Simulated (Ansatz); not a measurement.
Run report: HfH$_{4}$ClO$_{3}$F, molecular dynamics (part 1 of 4)

The run: molecular dynamics of HfH$_{4}$ClO$_{3}$F. Method and program: RKS PBE/def2-SVP (Ansatz 0.2.0).

It belongs to a series of runs on one base structure; here: dynamics from the highest image of the converged band. Figures and captions count atoms from 1; the log counts them from 0 in places.

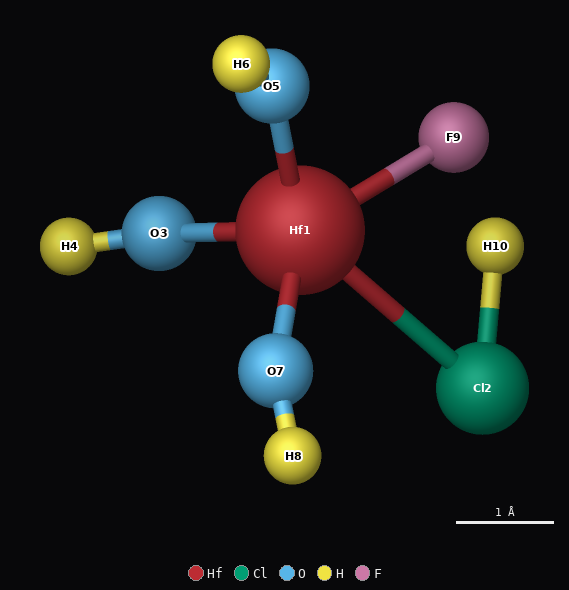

*The input geometry (ball-and-stick view, seen at a tilt; atoms are numbered from 1 in the order of the input). Sticks mark near contacts.*

Bond lengths as drawn: Cl–H 1.49 Å, Cl–Hf 2.79 Å, F–Hf 2.12 Å, Hf–O 1.93 to 1.94 Å and H–O 0.97 Å.

### Summary

```json
{"quantity": "outcome", "value": "finished"}
{"quantity": "mean temperature over the second half", "value": "147 K"}
{"quantity": "trajectory", "value": "200 steps, 100 fs"}
{"quantity": "ensemble", "value": "nve"}
{"quantity": "temperature in the input", "value": "300.0 K"}
{"quantity": "time step", "value": "0.5 fs"}
{"quantity": "potential energy (last step)", "value": "−22735.8321 eV"}
{"quantity": "mean-field energy (last step)", "value": "−22735.8321 eV"}
{"quantity": "largest force (length of the vector) (last step)", "value": "1.890 eV/Å"}
{"quantity": "hardware", "value": "4 threads of Arm Neoverse V1, 24 GiB of memory available, shared host"}
{"quantity": "wall time", "value": "5.9 min (CPU time 22 min)"}
{"quantity": "peak memory", "value": "0.18 GiB"}
```

So short a trajectory is not equilibrated.

### The input
```yaml
crystal:
  periodic: [false, false, false]
  atoms:
    - { symbol: Hf, position_ang: [0.111826, 0.278575, 0.07769] }
    - { symbol: Cl, position_ang: [0.57354, -0.366409, 2.749094] }
    - { symbol: O, position_ang: [1.760257, -0.238499, -0.787577] }
    - { symbol: H, position_ang: [2.209247, -0.725125, -1.492604] }
    - { symbol: O, position_ang: [-0.851533, 1.436581, -1.147872] }
    - { symbol: H, position_ang: [-1.577074, 1.446582, -1.788742] }
    - { symbol: O, position_ang: [-1.064193, -1.259491, 0.070016] }
    - { symbol: H, position_ang: [-1.496726, -2.023943, 0.472728] }
    - { symbol: F, position_ang: [0.605457, 1.879669, 1.370018] }
    - { symbol: H, position_ang: [0.705698, 1.043058, 2.295147] }
basis:
  gaussian: { orbitals: def2-SVP }
hamiltonian:
  xc: pbe
md:
  timestep: 0.5
  n_steps: 200
  ensemble: nve
  temperature: 300.0
  initial_velocities: maxwell_boltzmann
  seed: 5223
```

Command:
```bash
ansatz run input.yaml --threads 4 --pin off --max-ram 5120MiB --backend cpu --events-out ev --progress --plain --runs-dir out
```

### The program's output
```
Engine: ansatz 0.2.0, aarch64-unknown-linux-gnu
Functional definition: PBE
  parameter kappa = 0.804
  parameter beta = 0.06672455060314922
  exchange = pbe_x(kappa = kappa, mu = beta*pi^2/3)
  correlation = pbe_c(beta = beta)
1318 factors; their error is unknown
mean field evaluation 1: about -22716.9609 eV, gradient 1.0e2 eV
mean field evaluation 2: about -22470.4012 eV, gradient 3.2e2 eV
mean field evaluation 4: about -22734.4421 eV, gradient 3.0e1 eV
mean field evaluation 8: about -22736.0071 eV, gradient 4.2e-1 eV
mean field evaluation 16: about -22735.9248 eV, gradient 2.1e-3 eV
mean field -22735.92479108 eV, -835.5298251088 hartree, gradient 6.8e-5 eV, S^2 0.000000; 0 other end points of the search recorded, 0 dependent functions left out
the calculation of the forces begins
reference -22735.92487318 eV, -835.5298281259 hartree; 33, 33 occupied and 93, 93 virtual orbitals, 1318 factors
md step     0: t =     0.00 fs  T =   300.0 K  F+E_penalty+E_count = -22735.92479108 eV  E_kin = 0.310224 eV  conserved = -22735.61456708 eV  (30 SCF iters)
these checks for a lower state are left out or cut short: starts, cluster_reference, orbital_swaps, neighbouring_geometries, increment
1318 factors; their error is unknown
mean field -22735.91421474 eV, -835.5294364356 hartree, gradient 1.0e-5 eV, S^2 0.000000; 0 other end points of the search recorded, 0 dependent functions left out
the calculation of the forces begins
reference -22735.91429687 eV, -835.5294394537 hartree; 33, 33 occupied and 93, 93 virtual orbitals, 1318 factors
md step     1: t =     0.50 fs  T =   289.9 K  F+E_penalty+E_count = -22735.91421474 eV  E_kin = 0.299797 eV  conserved = -22735.61441746 eV  (32 SCF iters)
[... from here on the SCF iterations and repeated set-up lines of each step are left out, up to the last step ...]
md step     2: t =     1.00 fs  T =   264.3 K  F+E_penalty+E_count = -22735.88690978 eV  E_kin = 0.273343 eV  conserved = -22735.61356632 eV  (31 SCF iters)
md step     3: t =     1.50 fs  T =   236.1 K  F+E_penalty+E_count = -22735.85658217 eV  E_kin = 0.244125 eV  conserved = -22735.61245754 eV  (31 SCF iters)
md step     4: t =     2.00 fs  T =   220.8 K  F+E_penalty+E_count = -22735.84024183 eV  E_kin = 0.228323 eV  conserved = -22735.61191867 eV  (31 SCF iters)
md step     5: t =     2.50 fs  T =   225.9 K  F+E_penalty+E_count = -22735.84601176 eV  E_kin = 0.233614 eV  conserved = -22735.61239789 eV  (32 SCF iters)
md step     6: t =     3.00 fs  T =   244.9 K  F+E_penalty+E_count = -22735.86669811 eV  E_kin = 0.253229 eV  conserved = -22735.61346893 eV  (32 SCF iters)
md step     7: t =     3.50 fs  T =   262.6 K  F+E_penalty+E_count = -22735.88588226 eV  E_kin = 0.271569 eV  conserved = -22735.61431340 eV  (32 SCF iters)
md step     8: t =     4.00 fs  T =   266.4 K  F+E_penalty+E_count = -22735.88996432 eV  E_kin = 0.275482 eV  conserved = -22735.61448245 eV  (32 SCF iters)
md step     9: t =     4.50 fs  T =   252.7 K  F+E_penalty+E_count = -22735.87533519 eV  E_kin = 0.261273 eV  conserved = -22735.61406216 eV  (32 SCF iters)
md step    10: t =     5.00 fs  T =   226.6 K  F+E_penalty+E_count = -22735.84766679 eV  E_kin = 0.234288 eV  conserved = -22735.61337879 eV  (33 SCF iters)
md step    11: t =     5.50 fs  T =   197.7 K  F+E_penalty+E_count = -22735.81716160 eV  E_kin = 0.204427 eV  conserved = -22735.61273413 eV  (32 SCF iters)
md step    12: t =     6.00 fs  T =   175.5 K  F+E_penalty+E_count = -22735.79378650 eV  E_kin = 0.181467 eV  conserved = -22735.61231950 eV  (32 SCF iters)
md step    13: t =     6.50 fs  T =   166.2 K  F+E_penalty+E_count = -22735.78404907 eV  E_kin = 0.171816 eV  conserved = -22735.61223303 eV  (33 SCF iters)
md step    14: t =     7.00 fs  T =   171.0 K  F+E_penalty+E_count = -22735.78930464 eV  E_kin = 0.176807 eV  conserved = -22735.61249787 eV  (33 SCF iters)
md step    15: t =     7.50 fs  T =   186.0 K  F+E_penalty+E_count = -22735.80536571 eV  E_kin = 0.192304 eV  conserved = -22735.61306173 eV  (32 SCF iters)
md step    16: t =     8.00 fs  T =   202.8 K  F+E_penalty+E_count = -22735.82345236 eV  E_kin = 0.209681 eV  conserved = -22735.61377134 eV  (33 SCF iters)
md step    17: t =     8.50 fs  T =   211.3 K  F+E_penalty+E_count = -22735.83280519 eV  E_kin = 0.218455 eV  conserved = -22735.61434978 eV  (33 SCF iters)
md step    18: t =     9.00 fs  T =   203.8 K  F+E_penalty+E_count = -22735.82514976 eV  E_kin = 0.210708 eV  conserved = -22735.61444158 eV  (31 SCF iters)
md step    19: t =     9.50 fs  T =   180.1 K  F+E_penalty+E_count = -22735.80006540 eV  E_kin = 0.186246 eV  conserved = -22735.61381948 eV  (31 SCF iters)
md step    20: t =    10.00 fs  T =   150.1 K  F+E_penalty+E_count = -22735.76794415 eV  E_kin = 0.155226 eV  conserved = -22735.61271825 eV  (32 SCF iters)
md step    21: t =    10.50 fs  T =   129.6 K  F+E_penalty+E_count = -22735.74588851 eV  E_kin = 0.133993 eV  conserved = -22735.61189536 eV  (32 SCF iters)
md step    22: t =    11.00 fs  T =   129.9 K  F+E_penalty+E_count = -22735.74633936 eV  E_kin = 0.134308 eV  conserved = -22735.61203095 eV  (32 SCF iters)
md step    23: t =    11.50 fs  T =   149.2 K  F+E_penalty+E_count = -22735.76727040 eV  E_kin = 0.154270 eV  conserved = -22735.61300068 eV  (31 SCF iters)
md step    24: t =    12.00 fs  T =   174.0 K  F+E_penalty+E_count = -22735.79395569 eV  E_kin = 0.179934 eV  conserved = -22735.61402146 eV  (32 SCF iters)
md step    25: t =    12.50 fs  T =   189.4 K  F+E_penalty+E_count = -22735.81033582 eV  E_kin = 0.195882 eV  conserved = -22735.61445361 eV  (32 SCF iters)
md step    26: t =    13.00 fs  T =   188.2 K  F+E_penalty+E_count = -22735.80882669 eV  E_kin = 0.194611 eV  conserved = -22735.61421578 eV  (33 SCF iters)
md step    27: t =    13.50 fs  T =   172.7 K  F+E_penalty+E_count = -22735.79216266 eV  E_kin = 0.178571 eV  conserved = -22735.61359121 eV  (32 SCF iters)
md step    28: t =    14.00 fs  T =   151.4 K  F+E_penalty+E_count = -22735.76947035 eV  E_kin = 0.156559 eV  conserved = -22735.61291177 eV  (32 SCF iters)
md step    29: t =    14.50 fs  T =   134.2 K  F+E_penalty+E_count = -22735.75115070 eV  E_kin = 0.138739 eV  conserved = -22735.61241177 eV  (33 SCF iters)
md step    30: t =    15.00 fs  T =   128.4 K  F+E_penalty+E_count = -22735.74502460 eV  E_kin = 0.132806 eV  conserved = -22735.61221882 eV  (32 SCF iters)
md step    31: t =    15.50 fs  T =   137.1 K  F+E_penalty+E_count = -22735.75413262 eV  E_kin = 0.141753 eV  conserved = -22735.61237915 eV  (32 SCF iters)
md step    32: t =    16.00 fs  T =   157.7 K  F+E_penalty+E_count = -22735.77593310 eV  E_kin = 0.163068 eV  conserved = -22735.61286527 eV  (32 SCF iters)
md step    33: t =    16.50 fs  T =   183.0 K  F+E_penalty+E_count = -22735.80280755 eV  E_kin = 0.189247 eV  conserved = -22735.61356058 eV  (32 SCF iters)
md step    34: t =    17.00 fs  T =   202.9 K  F+E_penalty+E_count = -22735.82408591 eV  E_kin = 0.209854 eV  conserved = -22735.61423150 eV  (33 SCF iters)
md step    35: t =    17.50 fs  T =   208.3 K  F+E_penalty+E_count = -22735.82988998 eV  E_kin = 0.215352 eV  conserved = -22735.61453784 eV  (33 SCF iters)
md step    36: t =    18.00 fs  T =   195.6 K  F+E_penalty+E_count = -22735.81640374 eV  E_kin = 0.202230 eV  conserved = -22735.61417332 eV  (33 SCF iters)
md step    37: t =    18.50 fs  T =   171.2 K  F+E_penalty+E_count = -22735.79017867 eV  E_kin = 0.176998 eV  conserved = -22735.61318086 eV  (32 SCF iters)
md step    38: t =    19.00 fs  T =   149.6 K  F+E_penalty+E_count = -22735.76687868 eV  E_kin = 0.154708 eV  conserved = -22735.61217027 eV  (31 SCF iters)
md step    39: t =    19.50 fs  T =   145.0 K  F+E_penalty+E_count = -22735.76187217 eV  E_kin = 0.149923 eV  conserved = -22735.61194886 eV  (33 SCF iters)
md step    40: t =    20.00 fs  T =   160.3 K  F+E_penalty+E_count = -22735.77848656 eV  E_kin = 0.165777 eV  conserved = -22735.61270967 eV  (32 SCF iters)
md step    41: t =    20.50 fs  T =   185.1 K  F+E_penalty+E_count = -22735.80525094 eV  E_kin = 0.191438 eV  conserved = -22735.61381339 eV  (32 SCF iters)
md step    42: t =    21.00 fs  T =   203.7 K  F+E_penalty+E_count = -22735.82508474 eV  E_kin = 0.210600 eV  conserved = -22735.61448455 eV  (32 SCF iters)
md step    43: t =    21.50 fs  T =   205.4 K  F+E_penalty+E_count = -22735.82689392 eV  E_kin = 0.212447 eV  conserved = -22735.61444725 eV  (33 SCF iters)
md step    44: t =    22.00 fs  T =   189.9 K  F+E_penalty+E_count = -22735.81026832 eV  E_kin = 0.196367 eV  conserved = -22735.61390173 eV  (33 SCF iters)
md step    45: t =    22.50 fs  T =   164.2 K  F+E_penalty+E_count = -22735.78296069 eV  E_kin = 0.169767 eV  conserved = -22735.61319327 eV  (32 SCF iters)
md step    46: t =    23.00 fs  T =   138.4 K  F+E_penalty+E_count = -22735.75570698 eV  E_kin = 0.143109 eV  conserved = -22735.61259820 eV  (33 SCF iters)
md step    47: t =    23.50 fs  T =   121.4 K  F+E_penalty+E_count = -22735.73777312 eV  E_kin = 0.125494 eV  conserved = -22735.61227894 eV  (33 SCF iters)
md step    48: t =    24.00 fs  T =   117.9 K  F+E_penalty+E_count = -22735.73419177 eV  E_kin = 0.121885 eV  conserved = -22735.61230640 eV  (32 SCF iters)
md step    49: t =    24.50 fs  T =   127.5 K  F+E_penalty+E_count = -22735.74452279 eV  E_kin = 0.131846 eV  conserved = -22735.61267700 eV  (33 SCF iters)
md step    50: t =    25.00 fs  T =   144.7 K  F+E_penalty+E_count = -22735.76293292 eV  E_kin = 0.149627 eV  conserved = -22735.61330563 eV  (33 SCF iters)
md step    51: t =    25.50 fs  T =   160.2 K  F+E_penalty+E_count = -22735.77969111 eV  E_kin = 0.165690 eV  conserved = -22735.61400099 eV  (33 SCF iters)
md step    52: t =    26.00 fs  T =   164.3 K  F+E_penalty+E_count = -22735.78438340 eV  E_kin = 0.169931 eV  conserved = -22735.61445234 eV  (32 SCF iters)
md step    53: t =    26.50 fs  T =   151.4 K  F+E_penalty+E_count = -22735.77083236 eV  E_kin = 0.156517 eV  conserved = -22735.61431500 eV  (33 SCF iters)
md step    54: t =    27.00 fs  T =   124.4 K  F+E_penalty+E_count = -22735.74215112 eV  E_kin = 0.128675 eV  conserved = -22735.61347592 eV  (31 SCF iters)
md step    55: t =    27.50 fs  T =    96.2 K  F+E_penalty+E_count = -22735.71187256 eV  E_kin = 0.099510 eV  conserved = -22735.61236217 eV  (31 SCF iters)
md step    56: t =    28.00 fs  T =    82.5 K  F+E_penalty+E_count = -22735.69708213 eV  E_kin = 0.085277 eV  conserved = -22735.61180464 eV  (32 SCF iters)
md step    57: t =    28.50 fs  T =    90.8 K  F+E_penalty+E_count = -22735.70616668 eV  E_kin = 0.093888 eV  conserved = -22735.61227826 eV  (31 SCF iters)
md step    58: t =    29.00 fs  T =   114.7 K  F+E_penalty+E_count = -22735.73201702 eV  E_kin = 0.118645 eV  conserved = -22735.61337192 eV  (31 SCF iters)
md step    59: t =    29.50 fs  T =   138.9 K  F+E_penalty+E_count = -22735.75790673 eV  E_kin = 0.143655 eV  conserved = -22735.61425150 eV  (31 SCF iters)
md step    60: t =    30.00 fs  T =   150.2 K  F+E_penalty+E_count = -22735.76973971 eV  E_kin = 0.155295 eV  conserved = -22735.61444514 eV  (32 SCF iters)
md step    61: t =    30.50 fs  T =   144.6 K  F+E_penalty+E_count = -22735.76354879 eV  E_kin = 0.149517 eV  conserved = -22735.61403205 eV  (32 SCF iters)
md step    62: t =    31.00 fs  T =   127.2 K  F+E_penalty+E_count = -22735.74489893 eV  E_kin = 0.131552 eV  conserved = -22735.61334690 eV  (33 SCF iters)
md step    63: t =    31.50 fs  T =   107.6 K  F+E_penalty+E_count = -22735.72402157 eV  E_kin = 0.111319 eV  conserved = -22735.61270288 eV  (33 SCF iters)
md step    64: t =    32.00 fs  T =    95.3 K  F+E_penalty+E_count = -22735.71087188 eV  E_kin = 0.098572 eV  conserved = -22735.61229955 eV  (33 SCF iters)
md step    65: t =    32.50 fs  T =    96.3 K  F+E_penalty+E_count = -22735.71178983 eV  E_kin = 0.099556 eV  conserved = -22735.61223339 eV  (33 SCF iters)
md step    66: t =    33.00 fs  T =   111.5 K  F+E_penalty+E_count = -22735.72781319 eV  E_kin = 0.115290 eV  conserved = -22735.61252293 eV  (32 SCF iters)
md step    67: t =    33.50 fs  T =   136.6 K  F+E_penalty+E_count = -22735.75436596 eV  E_kin = 0.141257 eV  conserved = -22735.61310890 eV  (32 SCF iters)
md step    68: t =    34.00 fs  T =   162.9 K  F+E_penalty+E_count = -22735.78230946 eV  E_kin = 0.168475 eV  conserved = -22735.61383442 eV  (33 SCF iters)
md step    69: t =    34.50 fs  T =   180.1 K  F+E_penalty+E_count = -22735.80062019 eV  E_kin = 0.186199 eV  conserved = -22735.61442070 eV  (33 SCF iters)
md step    70: t =    35.00 fs  T =   180.2 K  F+E_penalty+E_count = -22735.80088950 eV  E_kin = 0.186379 eV  conserved = -22735.61451078 eV  (32 SCF iters)
md step    71: t =    35.50 fs  T =   163.3 K  F+E_penalty+E_count = -22735.78271272 eV  E_kin = 0.168834 eV  conserved = -22735.61387883 eV  (32 SCF iters)
md step    72: t =    36.00 fs  T =   139.1 K  F+E_penalty+E_count = -22735.75661092 eV  E_kin = 0.143840 eV  conserved = -22735.61277137 eV  (33 SCF iters)
md step    73: t =    36.50 fs  T =   123.6 K  F+E_penalty+E_count = -22735.73974586 eV  E_kin = 0.127782 eV  conserved = -22735.61196354 eV  (32 SCF iters)
md step    74: t =    37.00 fs  T =   127.8 K  F+E_penalty+E_count = -22735.74430025 eV  E_kin = 0.132164 eV  conserved = -22735.61213658 eV  (32 SCF iters)
md step    75: t =    37.50 fs  T =   149.4 K  F+E_penalty+E_count = -22735.76767619 eV  E_kin = 0.154536 eV  conserved = -22735.61313983 eV  (32 SCF iters)
md step    76: t =    38.00 fs  T =   174.5 K  F+E_penalty+E_count = -22735.79464317 eV  E_kin = 0.180479 eV  conserved = -22735.61416379 eV  (32 SCF iters)
md step    77: t =    38.50 fs  T =   188.1 K  F+E_penalty+E_count = -22735.80908979 eV  E_kin = 0.194522 eV  conserved = -22735.61456792 eV  (33 SCF iters)
md step    78: t =    39.00 fs  T =   183.3 K  F+E_penalty+E_count = -22735.80385804 eV  E_kin = 0.189569 eV  conserved = -22735.61428930 eV  (31 SCF iters)
md step    79: t =    39.50 fs  T =   163.1 K  F+E_penalty+E_count = -22735.78232443 eV  E_kin = 0.168695 eV  conserved = -22735.61362927 eV  (33 SCF iters)
md step    80: t =    40.00 fs  T =   136.6 K  F+E_penalty+E_count = -22735.75419163 eV  E_kin = 0.141263 eV  conserved = -22735.61292905 eV  (33 SCF iters)
md step    81: t =    40.50 fs  T =   113.9 K  F+E_penalty+E_count = -22735.73020608 eV  E_kin = 0.117781 eV  conserved = -22735.61242523 eV  (33 SCF iters)
md step    82: t =    41.00 fs  T =   102.5 K  F+E_penalty+E_count = -22735.71825824 eV  E_kin = 0.106016 eV  conserved = -22735.61224247 eV  (33 SCF iters)
md step    83: t =    41.50 fs  T =   105.2 K  F+E_penalty+E_count = -22735.72122566 eV  E_kin = 0.108804 eV  conserved = -22735.61242131 eV  (32 SCF iters)
md step    84: t =    42.00 fs  T =   119.3 K  F+E_penalty+E_count = -22735.73627095 eV  E_kin = 0.123345 eV  conserved = -22735.61292599 eV  (33 SCF iters)
md step    85: t =    42.50 fs  T =   137.2 K  F+E_penalty+E_count = -22735.75548902 eV  E_kin = 0.141861 eV  conserved = -22735.61362847 eV  (33 SCF iters)
md step    86: t =    43.00 fs  T =   148.8 K  F+E_penalty+E_count = -22735.76812233 eV  E_kin = 0.153842 eV  conserved = -22735.61427994 eV  (32 SCF iters)
md step    87: t =    43.50 fs  T =   145.2 K  F+E_penalty+E_count = -22735.76464498 eV  E_kin = 0.150119 eV  conserved = -22735.61452583 eV  (32 SCF iters)
md step    88: t =    44.00 fs  T =   123.9 K  F+E_penalty+E_count = -22735.74222143 eV  E_kin = 0.128153 eV  conserved = -22735.61406854 eV  (33 SCF iters)
md step    89: t =    44.50 fs  T =    92.7 K  F+E_penalty+E_count = -22735.70882290 eV  E_kin = 0.095818 eV  conserved = -22735.61300491 eV  (33 SCF iters)
md step    90: t =    45.00 fs  T =    66.8 K  F+E_penalty+E_count = -22735.68113339 eV  E_kin = 0.069117 eV  conserved = -22735.61201647 eV  (32 SCF iters)
md step    91: t =    45.50 fs  T =    60.2 K  F+E_penalty+E_count = -22735.67414002 eV  E_kin = 0.062232 eV  conserved = -22735.61190786 eV  (32 SCF iters)
md step    92: t =    46.00 fs  T =    74.2 K  F+E_penalty+E_count = -22735.68947965 eV  E_kin = 0.076710 eV  conserved = -22735.61276949 eV  (32 SCF iters)
md step    93: t =    46.50 fs  T =    97.0 K  F+E_penalty+E_count = -22735.71414812 eV  E_kin = 0.100274 eV  conserved = -22735.61387451 eV  (33 SCF iters)
md step    94: t =    47.00 fs  T =   112.7 K  F+E_penalty+E_count = -22735.73096940 eV  E_kin = 0.116506 eV  conserved = -22735.61446305 eV  (32 SCF iters)
md step    95: t =    47.50 fs  T =   111.9 K  F+E_penalty+E_count = -22735.73003826 eV  E_kin = 0.115707 eV  conserved = -22735.61433120 eV  (32 SCF iters)
md step    96: t =    48.00 fs  T =    95.4 K  F+E_penalty+E_count = -22735.71239771 eV  E_kin = 0.098668 eV  conserved = -22735.61372936 eV  (32 SCF iters)
md step    97: t =    48.50 fs  T =    71.3 K  F+E_penalty+E_count = -22735.68672520 eV  E_kin = 0.073712 eV  conserved = -22735.61301369 eV  (33 SCF iters)
md step    98: t =    49.00 fs  T =    49.8 K  F+E_penalty+E_count = -22735.66392356 eV  E_kin = 0.051473 eV  conserved = -22735.61245099 eV  (32 SCF iters)
md step    99: t =    49.50 fs  T =    39.3 K  F+E_penalty+E_count = -22735.65278013 eV  E_kin = 0.040590 eV  conserved = -22735.61219032 eV  (33 SCF iters)
md step   100: t =    50.00 fs  T =    43.6 K  F+E_penalty+E_count = -22735.65740707 eV  E_kin = 0.045116 eV  conserved = -22735.61229130 eV  (33 SCF iters)
```
